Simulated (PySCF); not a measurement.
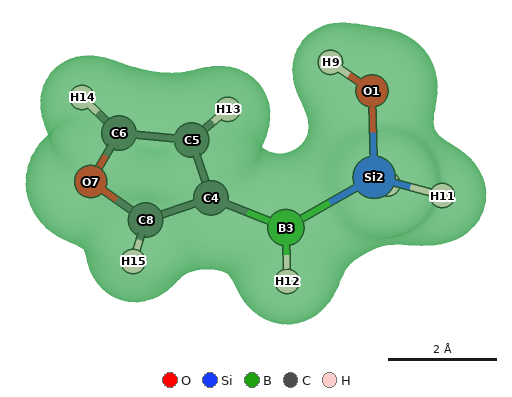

Figure. C4H7BO2Si (SMILES O[SiH2]Bc1ccoc1). Isosurface of the electron density at 0.1 e/Å³ (green), seen at a tilt.

Geometry: GFN2-xTB.

These are results of PBE0/pcSseg-1, SCF density, gas phase, non-relativistic in PySCF, not measurements.

```xyz
15

O    -2.7451    0.1339    0.5180
Si   -1.9755   -1.3079    0.3354
B    -0.3305   -1.1440   -0.7259
C     0.7113   -0.0596   -0.4238
C     0.8009    0.8208    0.7080
C     1.8778    1.6172    0.5065
O     2.4731    1.3190   -0.6676
C     1.7801    0.3165   -1.2088
H    -2.2663    0.9224    0.7557
H    -1.7228   -1.8580    1.6883
H    -3.0935   -2.0779   -0.2154
H    -0.0896   -1.8544   -1.6290
H     0.1524    0.8269    1.5608
H     2.3132    2.4059    1.0877
H     2.1101   -0.0529   -2.1607
```

Which contacts does the surface bridge?

Answer. At this value the surface is in one piece. It bridges the sampled C–O (1.33 Å), C–C (1.35 Å), C–B (1.53 Å) and Si–O (1.64 Å) contacts, where the density stays above the isovalue. On the grid the lowest density along these lines, outside the cores, is 2 e/Å³ (C–O, 1.33 Å), 2.2 e/Å³ (C–C, 1.35 Å), 1.3 e/Å³ (C–B, 1.53 Å) and 0.95 e/Å³ (Si–O, 1.64 Å).
